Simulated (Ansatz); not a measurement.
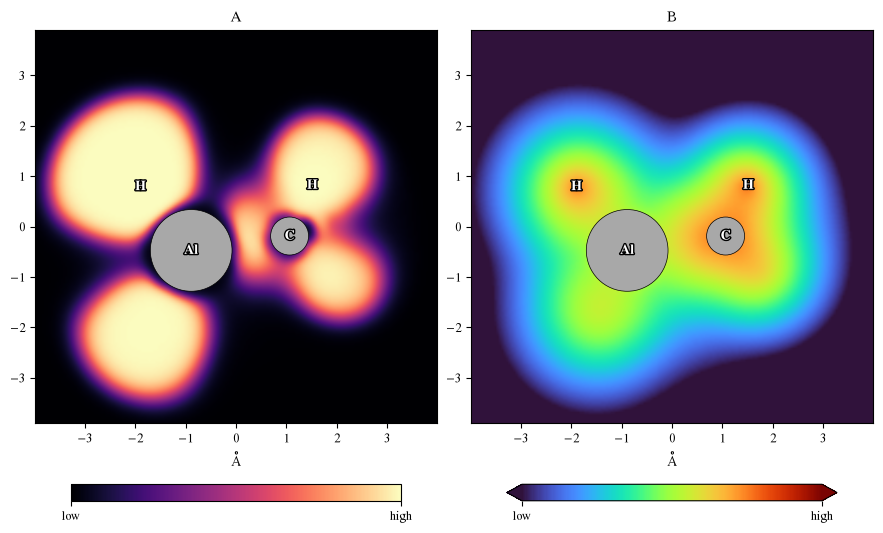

CH4AlS (SMILES [CH2]1[AlH2-][S]1) (charge −1): 2 fields on the plane of atoms C1, Al2 and H6, with unlabelled colour scales. Grey discs cover the atomic cores.

Geometry: PBE0-D3(BJ)/def2-SVPD.

The calculation used Ansatz, isolated molecule in a Gaussian basis; Kohn-Sham density functional theory, functional PBE0.

**Which field does each panel show? The fields are: electron density and electron localisation function.**

Panel A: electron localisation function. Panel B: electron density. From the grid: C–Al (1.97 Å): the density is about 0.63 e/Å³ at the midpoint; the ELF peaks at about 0.95 in the valence shell of C, 0.7 Å from its nucleus, and is about 0.75 at the midpoint. C–H (1.10 Å): ρ is about 1.9 e/Å³ halfway; the ELF climbs to about 1 towards the hydrogen, as it does in any bond to H; an ordinary covalent bond to hydrogen.
